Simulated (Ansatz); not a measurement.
Breaking the In1–H2 bond in H3In (SMILES [InH3]) (multiplicity 1 held, fragments rigid). Energies count from the point at 1.731 Å.
Geometry at that point (charge 0, multiplicity 1):
```xyz
4

In     0.00000     0.00000     0.00000
H      0.68665    -0.47438     1.51602
H     -0.39135     1.66044    -0.29091
H     -0.29530    -1.18606    -1.22511
```

Restricted levels (R-, RO-) in cc, def2 and unpolarised 6-31G sets keep to the state of the molecule at rest. Active spaces are followed from a long bond inwards. Full CI gives the lowest state of the spin. Levels need not reach the same state.

Frozen-core correlation. Filled d and f shells under p-block atoms count as core.

Run with Ansatz (a program for electronic structure). Values without a source in brackets are computed. In def2 rows elements past Kr take small-core potentials, without spin–orbit coupling.

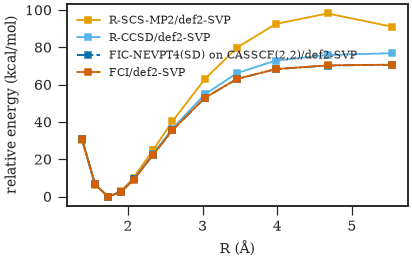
Fig. 1. Relative energy along the coordinate

Problem. Order the other curves in the same basis by their non-parallelity to FCI/def2-SVP (largest less smallest deviation, whatever its cause), smallest first.

Solution. FIC-NEVPT4(SD) on CASSCF(2,2)/def2-SVP (0.2 kcal/mol), R-CCSD/def2-SVP (6.2 kcal/mol), R-SCS-MP2/def2-SVP (28.3 kcal/mol)

Doubts at one or more of the structures used: a restricted determinant that unrestricted orbitals would lower (R-SCS-MP2/def2-SVP, R-CCSD/def2-SVP); other coupled-cluster roots lie near (R-CCSD/def2-SVP); T1 above 0.05 (R-CCSD/def2-SVP).
